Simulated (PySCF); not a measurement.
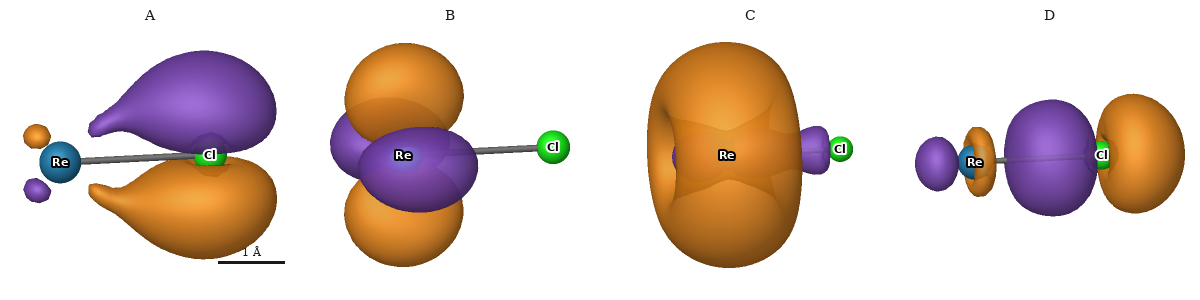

Figure. ReCl (septet). Four frontier β-spin orbitals, each drawn at the value that holds 80 % of its norm (orange and purple are the two phases), in no order; of a degenerate pair one member is drawn.

Core potentials replace the inner electrons of Re.

Method: PySCF, PBE0/def2-TZVPP, non-relativistic Hamiltonian with scalar-relativistic core potentials where named, at a bond length of 2.368 Å.

Question: Label each orbital by symmetry, say whether it is occupied, and order them by energy.

Answer: Orbital D: σ, occupied in this spin, −9.96 eV; mainly on Cl (80 %).
Orbital A: π, occupied in this spin, −8.73 eV; mainly on Cl (90 %).
Orbital C: σ, empty in this spin, −3.09 eV; almost wholly on Re.
Orbital B: δ, empty in this spin, −2.28 eV; almost wholly on Re.
